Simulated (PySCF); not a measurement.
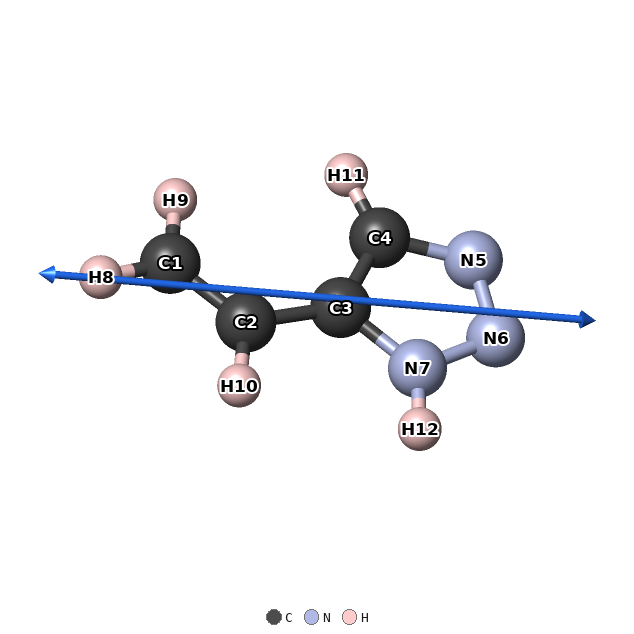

The double arrow shows the direction of the transition dipole to excited singlet state 2 (its length means nothing). The computed structure is the end point of a GFN2-xTB optimisation. No frequency run is at hand to confirm it as a minimum. Level of theory: TDDFT PBE0/def2-SVPD, vertical, gas phase, core orbitals frozen in the response (PySCF 2.14.0).

How is the transition polarised?

In the molecular plane, close to the long direction C1···N6.

Give its energy, strength and character.

5.21 eV (238 nm), oscillator strength 0.37, mainly HOMO → LUMO (weight 0.96); transition dipole 4.31 D.
